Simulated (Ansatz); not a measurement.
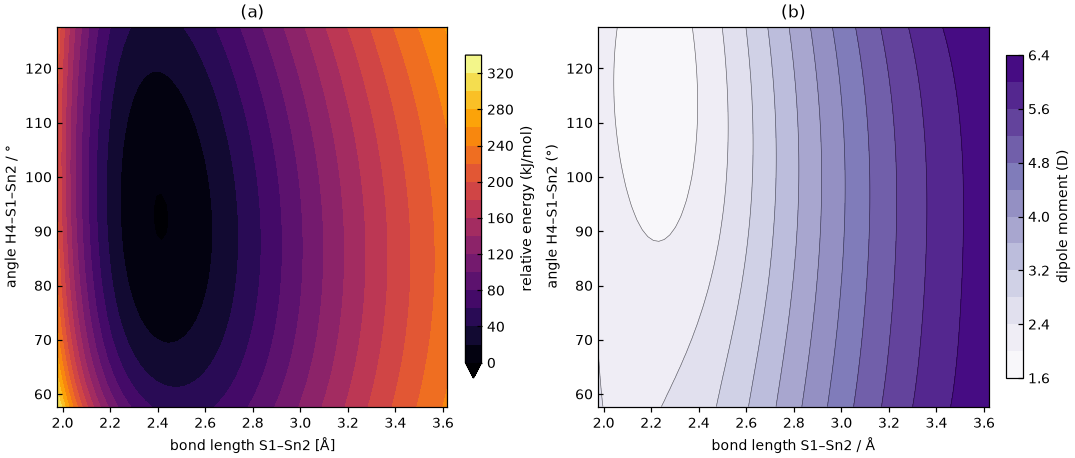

ClHSSn, SMILES [SH][Sn][Cl]. 
- The first coordinate is: bond length S1–Sn2; the second: angle H4–S1–Sn2.
- Nothing is relaxed (all other coordinates rigid).
- Grid: 15 × 15 points.
- Points are written as (first, second).
- All energies are given in kJ/mol relative to the lowest grid point.
- The restricted reference is unstable at some or all points, so the energies there are unreliable.
- These are results of Ansatz, RHF-MP2, frozen core/def2-TZVP, not measurements.

Panel (a) is the energy; panel (b) is the computed dipole moment, in D.

The picture shows filled contours. Between grid points the surface is interpolated.

Question: How does the dipole moment vary over the map, and what is it at the lowest grid point?

Answer: Leaving out the highest fifth of the energies, it runs from 1.77 D at (2.212 Å, 117.7°) to 5.82 D at (3.384 Å, 57.7°). At the lowest grid point, (2.447 Å, 92.7°), it is 2.25 D.

| angle H4–S1–Sn2 ↓, bond length S1–Sn2 → | 1.978 | 2.095 | 2.212 | 2.330 | 2.447 | 2.564 | 2.681 | 2.798 | 2.916 | 3.033 | 3.150 | 3.267 | 3.384 | 3.501 | 3.619 |
| --- | --- | --- | --- | --- | --- | --- | --- | --- | --- | --- | --- | --- | --- | --- | --- |
| 127.7 | 2.21 | 1.92 | 1.80 | 1.91 | 2.22 | 2.66 | 3.16 | 3.68 | 4.20 | 4.70 | 5.15 | 5.55 | 5.90 | 6.17 | 6.36 |
| 122.7 | 2.18 | 1.90 | 1.78 | 1.88 | 2.18 | 2.61 | 3.10 | 3.62 | 4.13 | 4.62 | 5.07 | 5.48 | 5.82 | 6.10 | 6.31 |
| 117.7 | 2.16 | 1.89 | 1.77 | 1.86 | 2.15 | 2.58 | 3.06 | 3.57 | 4.08 | 4.56 | 5.01 | 5.42 | 5.77 | 6.05 | 6.27 |
| 112.7 | 2.17 | 1.90 | 1.78 | 1.86 | 2.14 | 2.55 | 3.03 | 3.53 | 4.04 | 4.52 | 4.97 | 5.37 | 5.73 | 6.02 | 6.25 |
| 107.7 | 2.18 | 1.92 | 1.80 | 1.88 | 2.15 | 2.55 | 3.02 | 3.51 | 4.01 | 4.49 | 4.94 | 5.34 | 5.70 | 6.00 | 6.23 |
| 102.7 | 2.21 | 1.96 | 1.84 | 1.91 | 2.17 | 2.56 | 3.01 | 3.50 | 4.00 | 4.47 | 4.92 | 5.32 | 5.68 | 5.98 | 6.22 |
| 97.7 | 2.24 | 2.00 | 1.88 | 1.95 | 2.20 | 2.58 | 3.03 | 3.51 | 4.00 | 4.47 | 4.91 | 5.31 | 5.67 | 5.97 | 6.21 |
| 92.7 | 2.28 | 2.05 | 1.94 | 2.01 | 2.25 | 2.61 | 3.05 | 3.52 | 4.01 | 4.47 | 4.91 | 5.32 | 5.67 | 5.97 | 6.21 |
| 87.7 | 2.32 | 2.11 | 2.01 | 2.07 | 2.30 | 2.66 | 3.09 | 3.55 | 4.03 | 4.49 | 4.92 | 5.32 | 5.68 | 5.97 | 6.22 |
| 82.7 | 2.35 | 2.16 | 2.08 | 2.14 | 2.37 | 2.71 | 3.13 | 3.59 | 4.06 | 4.51 | 4.94 | 5.34 | 5.69 | 5.98 | 6.22 |
| 77.7 | 2.37 | 2.21 | 2.15 | 2.22 | 2.44 | 2.78 | 3.19 | 3.63 | 4.10 | 4.55 | 4.97 | 5.36 | 5.70 | 5.99 | 6.23 |
| 72.7 | 2.39 | 2.26 | 2.21 | 2.30 | 2.52 | 2.85 | 3.25 | 3.69 | 4.14 | 4.58 | 5.00 | 5.39 | 5.72 | 6.01 | 6.23 |
| 67.7 | 2.40 | 2.30 | 2.28 | 2.37 | 2.59 | 2.92 | 3.31 | 3.74 | 4.19 | 4.63 | 5.04 | 5.42 | 5.75 | 6.03 | 6.24 |
| 62.7 | 2.41 | 2.33 | 2.33 | 2.44 | 2.67 | 2.99 | 3.38 | 3.80 | 4.25 | 4.68 | 5.09 | 5.46 | 5.78 | 6.05 | 6.26 |
| 57.7 | 2.41 | 2.36 | 2.38 | 2.50 | 2.73 | 3.06 | 3.44 | 3.87 | 4.31 | 4.73 | 5.14 | 5.51 | 5.82 | 6.08 | 6.28 |
